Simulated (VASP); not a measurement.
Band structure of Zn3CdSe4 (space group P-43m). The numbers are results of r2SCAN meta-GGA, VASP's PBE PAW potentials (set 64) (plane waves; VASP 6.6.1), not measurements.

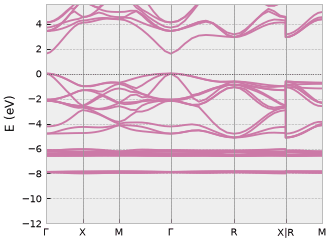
*Bands along high-symmetry lines, zero at the valence-band maximum or, without a gap, the Fermi level*

Read the plot: is there a gap, and where are the band edges?

The gap is direct, 1.59 eV, from the valence maximum at Γ to the conduction minimum at Γ.

The structure comes from a computed database's Zn3CdSe4 entry (P-43m); how it stands against other phases isn't given here. It was relaxed first.
